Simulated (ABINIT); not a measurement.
# LiHF2 (R-3m): G0W0 in ABINIT against the k mesh, part 2 of 2

Wanted: the cheapest k mesh that holds the gap of LiHF2 (R-3m).

ABINIT 10.8.3; LDA and many-body steps on it, plane waves. Known limits of the many-body steps: not at the basis limit.

So far. Step 5 (Empty states on the mesh, 8×8×8 mesh, 26 bands): On this mesh the gap is 8.102 eV. Step 6 (Screening, 2×2×2 mesh, 22 bands, screening to 106.1 eV): Local fields lower ε∞ by 3 %. On a Γ-centred mesh this coarse the value itself is usually too large, while a short band sum pulls it down.

**8. Screening, 4×4×4 mesh, 22 bands, screening to 106.1 eV**

This step: RPA screening on LDA, plane waves, norm-conserving pseudopotentials.

Input file run.abi:

```
acell 3*1.0 Angstrom
rprim 
  1.466983587415 0.846963369091 4.366688724100
  -1.466983587415 0.846963369091 4.366688724100
  0.000000000000 -1.693926738182 4.366688724100
ntypat 3
znucl 3 1 9
natom 4
typat 1 2 3 3
xred 
  0.000000000000 0.000000000000 0.000000000000
  0.500000000000 0.500000000000 0.500000000000
  0.413301880000 0.413301880000 0.413301880000
  0.586698120000 0.586698120000 0.586698120000
pp_dirpath "pseudos"
pseudos "Li.upf, H.upf, F.upf"
ecut 36
ngkpt 4 4 4
nshiftk 1
shiftk 0 0 0
kptopt 1
chksymbreak 0
istwfk *1
occopt 1
irdwfk 1
optdriver 3
nband 22
ecuteps 3.9
inclvkb 2
awtr 1
symchi 1
indata_prefix "in"
outdata_prefix "out"
tmpdata_prefix "tmp"
```

On the command line:

```console
> OMP_NUM_THREADS=1 mpirun -n 4 abinit run.abi > log
```

Numbers of over 12 decimals in the logs are rounded to 6 here.

The log of the run:

```text
.Version 10.8.3 of ABINIT. v10.8.2 released Aug 2026.

 Symmetries : space group R-3 m (#166); Bravais hR (rhombohedral)
[... echo of the input left out ...]
== DATASET  1 ==================================================================
-   mpi_nproc: 4, omp_nthreads: 1 (-1 if OMP is not activated)

--- !DatasetInfo
iteration_state: {dtset: 1, }
dimensions: {natom: 4, nkpt: 13, mband: 22, nsppol: 1, nspinor: 1, nspden: 1, mpw: 2290, }
cutoff_energies: {ecut:  36.0, pawecutdg:  -1.0, }
electrons: {nelect:   1.80000000E+01, charge:   0.00000000E+00, occopt:   1.00000000E+00, tsmear:   1.00000000E-02, }

 SCREENING: Calculation of the susceptibility and dielectric matrices

 Based on a program developped by R.W. Godby, V. Olevano, G. Onida, and L. Reining.
 Incorporated in ABINIT by V. Olevano, G.-M. Rignanese, and M. Torrent.
.Using double precision arithmetic ; gwpc =  8

[... cell and pseudopotentials left out ...]
--------------------------------------------------------------------------------

 ==== K-mesh for the wavefunctions ====
 Number of points in the irreducible wedge :    13
[... list of points left out ...]
 Together with 12 symmetry operations and time-reversal symmetry
 yields    64 points in the full Brillouin Zone.

 ==== Q-mesh for the screening function ====
 Number of points in the irreducible wedge :    13
[... list of points left out ...]
 Together with 12 symmetry operations and time-reversal symmetry
 yields    64 points in the full Brillouin Zone.

 setmesh: FFT mesh size selected  =    32x   32x   32
          total number of points  =        32768

 vcoul_init : cutoff-mode = AUXILIARY_FUNCTION
 q-points for optical limit:   1
     1)      0.000010    0.000020    0.000030

- screening: taking advantage of time-reversal symmetry
- Maximum band index for partially occupied states nbvw = 9
- Remaining bands to be divided among processors   nbcw = 13
- Number of bands treated by each node ~3

 Number of electrons calculated from density =   18.0000; Expected =   18.0000
 average of density, n =  0.081937
 r_s =    1.4283
 omega_plasma =   27.6119 [eV]

 calculating chi0 at frequencies [eV] :
  1    0.000000E+00    0.000000E+00
  2    0.000000E+00    2.761194E+01

--------------------------------------------------------------------------------
  q-point number  1        q = ( 0.000000, 0.000000, 0.000000) [r.l.u.]
--------------------------------------------------------------------------------
[... chi0 elements left out ...]
 For q-point:  0.000010 0.000020 0.000030
  dielectric constant =   1.8616
  dielectric constant without local fields =   1.9196

  Average fulfillment of the sum rule on Im[epsilon] for q-point    1 :     22.63  [%]
[... wings left out ...]
  q-point number  2        q = ( 0.250000, 0.000000, 0.000000) [r.l.u.]
--------------------------------------------------------------------------------
[... chi0 elements left out ...]
  Average fulfillment of the sum rule on Im[epsilon] for q-point    2 :     32.07  [%]

 [... 11 further q-points ...]
```

The job ended after 7 s (4 MPI ranks of Arm Neoverse V2, shared host; peak memory 0.65 GiB; 28 s of CPU time).

Numbers from this step:

```
ε∞ with local fields, on this mesh, along the program's q direction : 1.862
the same without local fields                                       : 1.920
plasma frequency                                                    : 27.61 eV
plane waves in the screening matrix                                 : 85
```

**9. 4×4×4**

The self-energy is evaluated for the states that the input lists, and the levels follow from it, in one-shot runs by the linearised quasiparticle equation.

This step: G0W0 on LDA, plane waves, norm-conserving pseudopotentials.

Changes to run.abi since step 8:

```diff
@@ -25,8 +25,17 @@
 irdwfk 1
-optdriver 3
+optdriver 4
 nband 22
+gwcalctyp 0
+ecutsigx 36
+symsigma 1
+nkptgw 2
+kptgw 
+  0.5000000000 0.5000000000 0.5000000000
+  0.0000000000 0.0000000000 0.0000000000
+bdgw 
+  8 11
+  8 11
 ecuteps 3.9
-inclvkb 2
-awtr 1
-symchi 1
+irdscr 1
+ppmodel 1
 indata_prefix "in"
```

The log of the run:

```text
.Version 10.8.3 of ABINIT. v10.8.2 released Aug 2026.

 Symmetries : space group R-3 m (#166); Bravais hR (rhombohedral)
[... echo of the input left out ...]
== DATASET  1 ==================================================================
-   mpi_nproc: 4, omp_nthreads: 1 (-1 if OMP is not activated)

--- !DatasetInfo
iteration_state: {dtset: 1, }
dimensions: {natom: 4, nkpt: 13, mband: 22, nsppol: 1, nspinor: 1, nspden: 1, mpw: 2290, }
cutoff_energies: {ecut:  36.0, pawecutdg:  -1.0, }
electrons: {nelect:   1.80000000E+01, charge:   0.00000000E+00, occopt:   1.00000000E+00, tsmear:   1.00000000E-02, }

 SIGMA: Calculation of the GW corrections

 Based on a program developped by R.W. Godby, V. Olevano, G. Onida, and L. Reining.
 Incorporated in ABINIT by V. Olevano, G.-M. Rignanese, and M. Torrent.
.Using double precision arithmetic ; gwpc =  8

[... cell and pseudopotentials left out ...]
--------------------------------------------------------------------------------

 ==== K-mesh for the wavefunctions ====
 Number of points in the irreducible wedge :    13
[... list of points left out ...]
 Together with 12 symmetry operations and time-reversal symmetry
 yields    64 points in the full Brillouin Zone.

 ==== Q-mesh for screening function ====
 Number of points in the irreducible wedge :    13
[... list of points left out ...]
 Together with 12 symmetry operations and time-reversal symmetry
 yields    64 points in the full Brillouin Zone.

 vcoul_init : cutoff-mode = AUXILIARY_FUNCTION
 q-points for optical limit:   1
     1)      0.000010    0.000020    0.000030
 setmesh: FFT mesh size selected  =    48x   48x   48
          total number of points  =       110592

 Number of electrons calculated from density =   18.0000; Expected =   18.0000
[...]
number of omega for Sigma on real axis              0
 max omega for Sigma on real axis  [eV]           0.00
 zcut for avoiding poles [eV]                     0.10

 EPSILON^-1 parameters (SCR file):
 dimension of the eps^-1 matrix on file             85
 dimension of the eps^-1 matrix used                85
 number of plane-waves for wavefunctions          2267
 number of bands                                    22
 number of q-points in IBZ                          13
 number of frequencies                               2
 number of real frequencies                          1
 number of imag frequencies                          1

 matrix elements of self-energy operator (all in [eV])

 Perturbative Calculation

--- !SelfEnergy_ee
iteration_state: {dtset: 1, }
kpoint     : [   0.500,    0.500,    0.500, ]
spin       : 1
KS_gap     :    8.980
QP_gap     :   14.219
Delta_QP_KS:    5.239
data: !SigmaeeData |
     Band     E0 <VxcDFT>   SigX SigC(E0)      Z dSigC/dE  Sig(E)    E-E0       E
        8  -2.764 -22.870 -31.005   4.986   0.830  -0.205 -25.483  -2.613  -5.377
        9  -2.764 -22.870 -31.005   4.986   0.830  -0.205 -25.483  -2.613  -5.377
       10   6.216 -10.500  -5.353  -2.230   0.900  -0.111  -7.874   2.626   8.842
[...]
--- !SelfEnergy_ee
iteration_state: {dtset: 1, }
kpoint     : [   0.000,    0.000,    0.000, ]
spin       : 1
KS_gap     :    8.306
QP_gap     :   13.461
Delta_QP_KS:    5.155
data: !SigmaeeData |
     Band     E0 <VxcDFT>   SigX SigC(E0)      Z dSigC/dE  Sig(E)    E-E0       E
[...]
10   5.338 -11.080  -6.071  -2.230   0.901  -0.110  -8.576   2.504   7.843
       11  10.038  -9.600  -3.792  -2.456   0.904  -0.106  -6.570   3.030  13.068

== END DATASET(S) ==============================================================
================================================================================

 -outvars: echo values of variables after computation  --------
           etotal      0.0000000000E+00
            nband          22
             nkpt          13
          spgroup         166
 [... the other variables as echoed above ...]

 Calculation completed.
```

The job ended after 2.7 s (4 MPI ranks; peak memory 0.2 GiB; 10 s of CPU time).

This step gave:

```yaml
g0w0_gap_on_the_points_computed: 13.22 eV
starting_gap_on_the_mesh: 8.102 eV
k_of_the_valence_top: 0.5, 0.5, 0.5
k_of_the_conduction_bottom: 0, 0, 0
z_at_the_valence_top: 0.83
z_at_the_conduction_bottom: 0.901
least_direct_g0w0_gap_on_the_computed_points: 13.46 eV
```

The gap on the mesh goes from 8.10 eV to 13.22 eV, a correction of +5.12 eV.

**10. Screening, 6×6×6 mesh, 22 bands, screening to 106.1 eV**

This step: RPA screening on LDA, plane waves, norm-conserving pseudopotentials.

Changes to run.abi since step 9:

```diff
@@ -17,3 +17,3 @@
 ecut 36
-ngkpt 4 4 4
+ngkpt 6 6 6
 nshiftk 1
@@ -25,17 +25,8 @@
 irdwfk 1
-optdriver 4
+optdriver 3
 nband 22
-gwcalctyp 0
-ecutsigx 36
-symsigma 1
-nkptgw 2
-kptgw 
-  0.5000000000 0.5000000000 0.5000000000
-  0.0000000000 0.0000000000 0.0000000000
-bdgw 
-  8 11
-  8 11
 ecuteps 3.9
-irdscr 1
-ppmodel 1
+inclvkb 2
+awtr 1
+symchi 1
 indata_prefix "in"
```

The log of the run:

```text
.Version 10.8.3 of ABINIT. v10.8.2 released Aug 2026.

 Symmetries : space group R-3 m (#166); Bravais hR (rhombohedral)
[... echo of the input left out ...]
== DATASET  1 ==================================================================
-   mpi_nproc: 4, omp_nthreads: 1 (-1 if OMP is not activated)

--- !DatasetInfo
iteration_state: {dtset: 1, }
dimensions: {natom: 4, nkpt: 32, mband: 22, nsppol: 1, nspinor: 1, nspden: 1, mpw: 2292, }
cutoff_energies: {ecut:  36.0, pawecutdg:  -1.0, }
[...]
--------------------------------------------------------------------------------
[... chi0 elements left out ...]
 For q-point:  0.000010 0.000020 0.000030
  dielectric constant =   1.8598
  dielectric constant without local fields =   1.9182

  Average fulfillment of the sum rule on Im[epsilon] for q-point    1 :     22.61  [%]
[... wings left out ...]
  q-point number  2        q = ( 0.166667, 0.000000, 0.000000) [r.l.u.]
--------------------------------------------------------------------------------
[... chi0 elements left out ...]
  Average fulfillment of the sum rule on Im[epsilon] for q-point    2 :     36.49  [%]

 [... 30 further q-points ...]
```

Wall time 48 s (4 MPI ranks); peak memory 1.2 GiB.

This step gave:

```
ε∞ with local fields, on this mesh, along the program's q direction : 1.860
the same without local fields                                       : 1.918
plasma frequency                                                    : 27.61 eV
plane waves in the screening matrix                                 : 85
```

**11. 6×6×6**

This step: G0W0 on LDA, plane waves, norm-conserving pseudopotentials.

Changes to run.abi since step 10:

```diff
@@ -25,8 +25,17 @@
 irdwfk 1
-optdriver 3
+optdriver 4
 nband 22
+gwcalctyp 0
+ecutsigx 36
+symsigma 1
+nkptgw 2
+kptgw 
+  0.5000000000 0.5000000000 0.5000000000
+  0.0000000000 0.0000000000 0.0000000000
+bdgw 
+  8 11
+  8 11
 ecuteps 3.9
-inclvkb 2
-awtr 1
-symchi 1
+irdscr 1
+ppmodel 1
 indata_prefix "in"
```

The log of the run:

```text
.Version 10.8.3 of ABINIT. v10.8.2 released Aug 2026.

 Symmetries : space group R-3 m (#166); Bravais hR (rhombohedral)
[... echo of the input left out ...]
== DATASET  1 ==================================================================
-   mpi_nproc: 4, omp_nthreads: 1 (-1 if OMP is not activated)

--- !DatasetInfo
iteration_state: {dtset: 1, }
dimensions: {natom: 4, nkpt: 32, mband: 22, nsppol: 1, nspinor: 1, nspden: 1, mpw: 2292, }
cutoff_energies: {ecut:  36.0, pawecutdg:  -1.0, }
[...]
Band     E0 <VxcDFT>   SigX SigC(E0)      Z dSigC/dE  Sig(E)    E-E0       E
[...]
10   5.338 -11.081  -6.098  -2.245   0.900  -0.111  -8.616   2.465   7.804
       11  10.038  -9.600  -3.812  -2.473   0.903  -0.107  -6.606   2.995  13.033

== END DATASET(S) ==============================================================
================================================================================

 -outvars: echo values of variables after computation  --------
           etotal      0.0000000000E+00
            nband          22
             nkpt          32
          spgroup         166
 [... the other variables as echoed above ...]

 Calculation completed.
```

Run time: 4.1 s. Hardware: 4 MPI ranks; peak memory 1.3 GiB.

Numbers from this step:

| Item | Value |
| --- | --- |
| G0W0 gap on the points computed | 13.27 eV |
| starting gap on the mesh | 8.102 eV |
| k of the valence top | 0.5, 0.5, 0.5 |
| k of the conduction bottom | 0, 0, 0 |
| least direct G0W0 gap on the computed points | 13.51 eV |

Against the run before, the gap moves by +0.047 eV.

**12. Screening, 8×8×8 mesh, 22 bands, screening to 106.1 eV**

This step: RPA screening on LDA, plane waves, norm-conserving pseudopotentials.

Changes to run.abi since step 11:

```diff
@@ -17,3 +17,3 @@
 ecut 36
-ngkpt 6 6 6
+ngkpt 8 8 8
 nshiftk 1
@@ -25,17 +25,8 @@
 irdwfk 1
-optdriver 4
+optdriver 3
 nband 22
-gwcalctyp 0
-ecutsigx 36
-symsigma 1
-nkptgw 2
-kptgw 
-  0.5000000000 0.5000000000 0.5000000000
-  0.0000000000 0.0000000000 0.0000000000
-bdgw 
-  8 11
-  8 11
 ecuteps 3.9
-irdscr 1
-ppmodel 1
+inclvkb 2
+awtr 1
+symchi 1
 indata_prefix "in"
```

The log of the run:

```text
.Version 10.8.3 of ABINIT. v10.8.2 released Aug 2026.

 Symmetries : space group R-3 m (#166); Bravais hR (rhombohedral)
[... echo of the input left out ...]
== DATASET  1 ==================================================================
-   mpi_nproc: 4, omp_nthreads: 1 (-1 if OMP is not activated)

--- !DatasetInfo
iteration_state: {dtset: 1, }
dimensions: {natom: 4, nkpt: 65, mband: 22, nsppol: 1, nspinor: 1, nspden: 1, mpw: 2295, }
cutoff_energies: {ecut:  36.0, pawecutdg:  -1.0, }
[...]
--------------------------------------------------------------------------------
[... chi0 elements left out ...]
 For q-point:  0.000010 0.000020 0.000030
  dielectric constant =   1.8601
  dielectric constant without local fields =   1.9185

  Average fulfillment of the sum rule on Im[epsilon] for q-point    1 :     22.61  [%]
[... wings left out ...]
  q-point number  2        q = ( 0.125000, 0.000000, 0.000000) [r.l.u.]
--------------------------------------------------------------------------------
[... chi0 elements left out ...]
  Average fulfillment of the sum rule on Im[epsilon] for q-point    2 :     38.45  [%]

 [... 63 further q-points ...]
```

The job ended after 4 min (4 MPI ranks; peak memory 2.3 GiB; 16 min of CPU time).

This step gave:

- ε∞ with local fields, on this mesh, along the program's q direction: 1.860
- the same without local fields: 1.919
- plasma frequency: 27.61 eV
- plane waves in the screening matrix: 85

**13. 8×8×8**

This step: G0W0 on LDA, plane waves, norm-conserving pseudopotentials.

Changes to run.abi since step 12:

```diff
@@ -25,8 +25,17 @@
 irdwfk 1
-optdriver 3
+optdriver 4
 nband 22
+gwcalctyp 0
+ecutsigx 36
+symsigma 1
+nkptgw 2
+kptgw 
+  0.5000000000 0.5000000000 0.5000000000
+  0.0000000000 0.0000000000 0.0000000000
+bdgw 
+  8 11
+  8 11
 ecuteps 3.9
-inclvkb 2
-awtr 1
-symchi 1
+irdscr 1
+ppmodel 1
 indata_prefix "in"
```

The log of the run:

```text
.Version 10.8.3 of ABINIT. v10.8.2 released Aug 2026.

 Symmetries : space group R-3 m (#166); Bravais hR (rhombohedral)
[... echo of the input left out ...]
== DATASET  1 ==================================================================
-   mpi_nproc: 4, omp_nthreads: 1 (-1 if OMP is not activated)

--- !DatasetInfo
iteration_state: {dtset: 1, }
dimensions: {natom: 4, nkpt: 65, mband: 22, nsppol: 1, nspinor: 1, nspden: 1, mpw: 2295, }
cutoff_energies: {ecut:  36.0, pawecutdg:  -1.0, }
[...]
Band     E0 <VxcDFT>   SigX SigC(E0)      Z dSigC/dE  Sig(E)    E-E0       E
[...]
10   5.338 -11.081  -6.104  -2.240   0.901  -0.110  -8.616   2.465   7.804
       11  10.038  -9.600  -3.817  -2.467   0.904  -0.107  -6.604   2.997  13.035

== END DATASET(S) ==============================================================
================================================================================

 -outvars: echo values of variables after computation  --------
           etotal      0.0000000000E+00
            nband          22
             nkpt          65
          spgroup         166
 [... the other variables as echoed above ...]

 Calculation completed.
```

Elapsed: 6.5 s, on 4 MPI ranks; peak memory 2.3 GiB.

This step gave:

- G0W0 gap on the points computed: 13.27 eV
- starting gap on the mesh: 8.102 eV
- k of the valence top: 0.5, 0.5, 0.5
- k of the conduction bottom: 0, 0, 0
- least direct G0W0 gap on the computed points: 13.51 eV

Against the run before, the gap moves by +0.007 eV.

**14. The runs together**

Times are wall times on 4 MPI ranks of Arm Neoverse V2, shared host, good to a factor of about two. A run's time includes the screening step that it read.

```csv
run,mesh,bands,screening cutoff (eV),DFT gap (eV),gap on the mesh (eV),direct (eV),ε∞ used,time
2×2×2,2×2×2,22,106.1,8.102,12.888,13.130,1.98,4.2 s
4×4×4,4×4×4,22,106.1,8.102,13.220,13.461,1.86,9.7 s
6×6×6,6×6×6,22,106.1,8.102,13.267,13.507,1.86,52 s
8×8×8,8×8×8,22,106.1,8.102,13.274,13.514,1.86,4.1 min
```

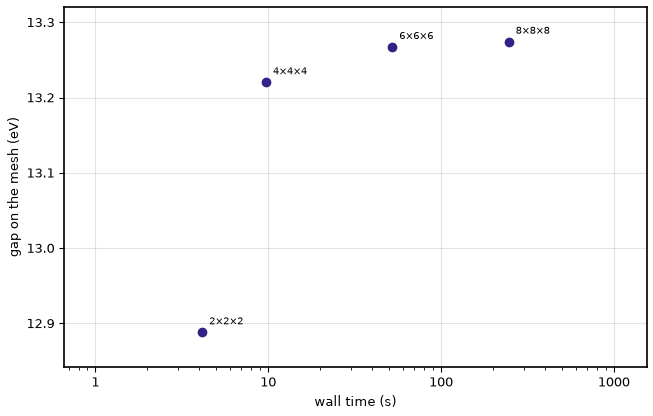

Result against wall time.

**15. Results**

* 2×2×2: 12.888 eV
* 4×4×4: 13.220 eV
* 6×6×6: 13.267 eV
* 8×8×8: 13.274 eV
* known limits: not at the basis limit; coarse k mesh

The setting moved: k mesh. From 2×2×2 to 8×8×8 the gap moves by +0.39 eV, for 59 times the time. It holds to 0.03 eV from 6×6×6 on. Bands and screening cutoff are coupled, so a series along one setting does not show full convergence. Bands and cutoff are finite, so the gap is not at the basis limit. The miss can reach some tenths of an eV and take either sign; the mesh is an error of its own. In the G0W0 runs levels were corrected at 2 k points alone, so a gap called «on the mesh» is the least over those, and an edge elsewhere would be missed. The 2×2×2 mesh is coarse for this cell, which bears on the long-range parts of exchange and screening.

[Paths, hosts, dates, memory and timing lines, banners, echoed tables and standing remarks are left out of the program output.]

[Logs are printed without paths, hosts, clocks, repeated set-up lines and the standing remarks that a program may print on its own settings, such as how far it seeks lower states.]

[Runs of the session that timed out or met a known fault of the program may be left out.]

[Hosts, paths, dates, database ids (printed as entryN), source tags and the programs' standing remarks are cut or masked in the printed files.]

[G0W0 gaps are taken among the corrected bands and points alone; a level outside them can change the order at an edge.]

[Where Ansatz stands beside ABINIT at settings called matched, ABINIT's density can come from a denser mesh and the files from another edition; pairs whose starting gaps differed by over 0.03 eV were left out, so agreement reads better than it is.]
